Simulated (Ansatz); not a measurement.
Complex (SMILES): F (HF) with F (HF), atoms 1 to 2 the first; geometry from A24 set, monomers rigid:
```xyz
4

H      0.0000     0.8027     1.6953
F      0.0000    -0.0460     1.3403
H      0.0000    -0.1204    -0.4908
F      0.0000     0.0098    -1.4042
```

Basis-set convergence of the counterpoise-corrected interaction energy at PBE0 with Ansatz (an electronic-structure program). All functions are spherical. The program fits the integrals of some runs and decomposes those of others, by size. No added dispersion term, no relativity. Functions are those of the species that has most. Reference: the value in aug-cc-pV5Z, -4.66 kcal/mol. Deviations are taken from unrounded values.

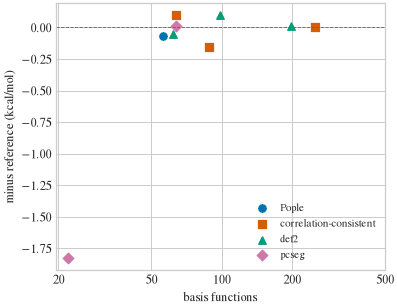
Figure: Deviation from the reference against the number of basis functions, by family of sets.

| basis | functions | counterpoise-corrected interaction energy (kcal/mol) | minus reference (kcal/mol) |
|---|---|---|---|
| pcseg-0 | 22 | -6.48 | -1.82 |
| 6-311+G** | 56 | -4.72 | -0.07 |
| def2-SVPD | 62 | -4.71 | -0.05 |
| aug-cc-pVDZ | 64 | -4.56 | 0.10 |
| aug-pcseg-1 | 64 | -4.65 | 0.01 |
| cc-pVTZ | 88 | -4.81 | -0.16 |
| def2-TZVPD | 98 | -4.56 | 0.10 |
| def2-QZVPPD | 198 | -4.65 | 0.01 |
| aug-cc-pVQZ | 252 | -4.65 | 0.01 |
